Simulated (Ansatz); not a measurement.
**One shape, several levels: doublet [CH4GeO2]+**

Wanted: a comparison of 6 runs (UB3LYP/6-31G*, UB3LYP/def2-SVP, UBLYP/def2-SVP, USVWN5/def2-SVP, UCCSD(T)/def2-SVP) of doublet [CH4GeO2]+. 

The results are computed with Ansatz 0.2.0.

53 further runs of the same task are left out: 53 set aside as unsound or not needed. Runs told in other sessions of the task aren't counted.

## Step 1: The system as given

[CH4GeO2]+ has 8 atoms, charge +1, and is taken as a doublet. As SMILES of the parent species, `O=C[O][GeH3]`. The coordinates come from a PBE0-D4/def2-TZVP relaxation. That shape belongs to the parent species and isn't relaxed for this state.

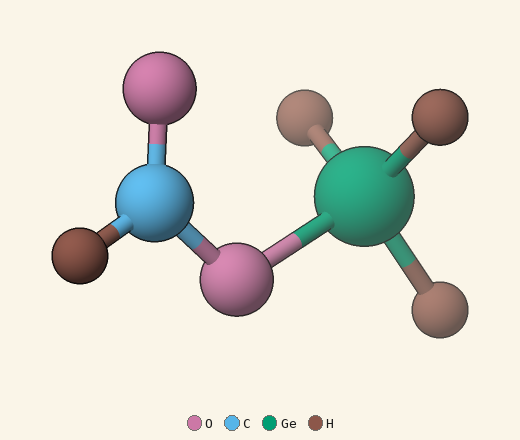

Viewed from a chosen angle; oxygen pink, carbon blue, germanium teal, hydrogen brown.

## Step 2: The energy at UB3LYP/6-31G(d) (spherical functions) (run 1)

Contents of in.yaml:

```yaml
crystal:
  periodic: [false, false, false]
  atoms:
    - {symbol: O, position_ang: [1.249800, -0.737800, 1.111600]}
    - {symbol: C, position_ang: [1.395900, 0.277800, 0.484100]}
    - {symbol: O, position_ang: [0.493200, 0.797800, -0.322800]}
    - {symbol: Ge, position_ang: [-1.061900, -0.180000, -0.421000]}
    - {symbol: H, position_ang: [2.310300, 0.889700, 0.516800]}
    - {symbol: H, position_ang: [-1.700900, -0.218500, 0.966900]}
    - {symbol: H, position_ang: [-0.732900, -1.562300, -0.983900]}
    - {symbol: H, position_ang: [-1.861500, 0.676100, -1.407500]}
basis:
  gaussian: {orbitals: 6-31G_st_-spherical.json}
total_charge: 1
magnetization: {spin_polarized: true, initial_magnetization: 1}
hamiltonian: {xc: {name: B3LYP}}
accuracy: high
output: {orbitals: {seedname: orbitals}}
```

The basis set 6-31G* is read from a file made from the Basis Set Exchange's data (not shown).

On the command line:

```
ansatz run in.yaml --threads 1 --pin off --max-ram 2610MiB --events-out events.jsonl --progress --plain --runs-dir runs
```

What it wrote:

```text
Warning: RAYON_NUM_THREADS=1 ignored (pool sized by the plan → 1); use --threads N
Functional definition: B3LYP
  name "B3LYP"
  parameter a0 = 0.2
  parameter ax = 0.72
  parameter ac = 0.81
  exchange = (1 - a0 - ax)*slater_x + ax*b88_x + a0*exact_x
  correlation = (1 - ac)*vwn_rpa_c + ac*lyp_c
1837 factors; integrals over basis functions are off by at most 5.1e-9 eV
mean field evaluation 1: about -61681.4848 eV, gradient 6.0e1 eV
mean field evaluation 2: about -61538.7089 eV, gradient 1.5e2 eV
mean field evaluation 4: about -61689.8234 eV, gradient 4.0e1 eV
mean field evaluation 8: about -61697.2496 eV, gradient 1.4e0 eV
mean field evaluation 16: about -61697.4444 eV, gradient 5.2e-3 eV
mean field evaluation 32: about -61697.4444 eV, gradient 2.3e-6 eV
mean field evaluation 64: about -61696.4236 eV, gradient 4.6e0 eV
mean field -61697.44444139 eV, -2267.3392631911 hartree, gradient 7.1e-8 eV, S^2 0.755233; 6 other end points of the search recorded, 0 dependent functions left out
reference -61697.44447957 eV, -2267.3392645943 hartree; 29, 28 occupied and 53, 54 virtual orbitals, 1837 factors
Total energy: -61697.44447957 eV, -2267.3392645943 hartree
```

It took 27 s on 1 thread of Arm Neoverse V2, shared host; peak memory 0.42 GiB.

## Step 3: The energy at UB3LYP/6-31G(d) (Cartesian functions) (run 2)

Changes to in.yaml since step 2:

```diff
@@ -1 +1,4 @@
+basis:
+  gaussian:
+    orbitals: "6-31G*"
 crystal:
@@ -11,7 +14,8 @@
     - {symbol: H, position_ang: [-1.861500, 0.676100, -1.407500]}
-basis:
-  gaussian: {orbitals: 6-31G_st_-spherical.json}
 total_charge: 1
-magnetization: {spin_polarized: true, initial_magnetization: 1}
-hamiltonian: {xc: {name: B3LYP}}
+magnetization:
+  spin_polarized: true
+  initial_magnetization: 1
+hamiltonian:
+  xc: {name: B3LYP}
 accuracy: high
```

On the command line:

```
ansatz run in.yaml --threads 1 --pin off --max-ram 2610MiB --events-out events.jsonl --progress --plain --runs-dir runs
```

What it wrote:

```text
Warning: RAYON_NUM_THREADS=1 ignored (pool sized by the plan → 1); use --threads N
[... 7 set-up lines as earlier in the session ...]
1857 factors; integrals over basis functions are off by at most 4.7e-9 eV
mean field evaluation 1: about -61681.7916 eV, gradient 6.1e1 eV
mean field evaluation 2: about -61539.2976 eV, gradient 1.5e2 eV
mean field evaluation 4: about -61690.1538 eV, gradient 4.0e1 eV
mean field evaluation 8: about -61697.5394 eV, gradient 1.5e0 eV
mean field evaluation 16: about -61697.6654 eV, gradient 1.1e-2 eV
mean field evaluation 32: about -61697.6654 eV, gradient 5.6e-6 eV
mean field evaluation 64: about -61697.2073 eV, gradient 4.1e0 eV
mean field -61697.66536575 eV, -2267.3473820115 hartree, gradient 4.3e-8 eV, S^2 0.755258; 6 other end points of the search recorded, 0 dependent functions left out
reference -61697.66540395 eV, -2267.3473834155 hartree; 29, 28 occupied and 59, 60 virtual orbitals, 1857 factors
Total energy: -61697.66540395 eV, -2267.3473834155 hartree
```

Wall time 29 s (1 thread of Arm Neoverse V2, shared host); peak memory 0.45 GiB.

Runs 3 to 5 aren't shown in full; the table further down has their settings and results.

## Step 4: The energy at UCCSD(T)/def2-SVP (run 6)

Contents of input.yaml:

```yaml
basis:
  gaussian:
    orbitals: def2-SVP
crystal:
  periodic: [false, false, false]
  atoms:
    - {symbol: O, position_ang: [1.249800, -0.737800, 1.111600]}
    - {symbol: C, position_ang: [1.395900, 0.277800, 0.484100]}
    - {symbol: O, position_ang: [0.493200, 0.797800, -0.322800]}
    - {symbol: Ge, position_ang: [-1.061900, -0.180000, -0.421000]}
    - {symbol: H, position_ang: [2.310300, 0.889700, 0.516800]}
    - {symbol: H, position_ang: [-1.700900, -0.218500, 0.966900]}
    - {symbol: H, position_ang: [-0.732900, -1.562300, -0.983900]}
    - {symbol: H, position_ang: [-1.861500, 0.676100, -1.407500]}
total_charge: 1
accuracy: high
correlation:
  method: ccsd_t
  frozen_orbitals: {C: 1, Ge: 9, H: 0, O: 1}
magnetization:
  spin_polarized: true
  initial_magnetization: 1
scf:
  omitted_lower_state_checks: [cluster_reference, increment]
```

On the command line:

```
ansatz run input.yaml --threads 1 --pin off --max-ram 2610MiB --events-out events.jsonl --progress --plain --runs-dir runs
```

What it wrote:

```text
Warning: RAYON_NUM_THREADS=1 ignored (pool sized by the plan → 1); use --threads N
[... 14 lines left out ...]
12 core orbitals not correlated: weight in the atoms' cores, before any rotation towards them, 1.000 or more for the frozen orbitals, at most 0.000 for the correlated occupied ones
[... 37 lines left out ...]
Total energy: -61641.28309735 eV, -2265.2753718653 hartree
Checks for a lower state left out: cluster_reference, increment
```

It took 3.2 min on 1 thread of Arm Neoverse V2, shared host; peak memory 1.3 GiB.

## Step 5: The series

| run | level | Cartesian functions | frozen core orbitals | energy (Eh) | HOMO energy (eV) | LUMO energy (eV) | ⟨S²⟩ | wall time |
| --- | --- | --- | --- | --- | --- | --- | --- | --- |
| 1 | UB3LYP/6-31G* (spherical functions) | no | – | -2267.339265 | -14.85 | -13.44 | 0.755 | 27 s |
| 2 | UB3LYP/6-31G* (Cartesian functions) | yes | – | -2267.347383 | -14.85 | -13.45 | 0.755 | 29 s |
| 3 | UB3LYP/def2-SVP | no | – | -2267.225464 | -14.88 | -13.50 | 0.756 | 30 s |
| 4 | UBLYP/def2-SVP | no | – | -2267.205625 | -13.94 | -13.86 | 0.753 | 23 s |
| 5 | USVWN5/def2-SVP | no | – | -2262.596210 | -14.15 | – | 0.753 | 14 s |
| 6 | UCCSD(T)/def2-SVP | no | 12 | -2265.275372 | – | – | 0.764 | 3.2 min |

## Step 6: Outcome

| quantity | value |
| --- | --- |
| run 6: total energy | -2265.27537 Eh |
| run 6: correlation energy (12 core orbitals frozen) | -728.0 mEh |
| run 6: (T) correction | -21.78 mEh |
| run 6: ⟨S²⟩ of the reference determinant | 0.764 |
| run 6: T1 diagnostic | 0.021 |

What this shows: Totals of different functionals can't be ranked against each other. All runs together took 5.3 min, the longest 3.2 min.
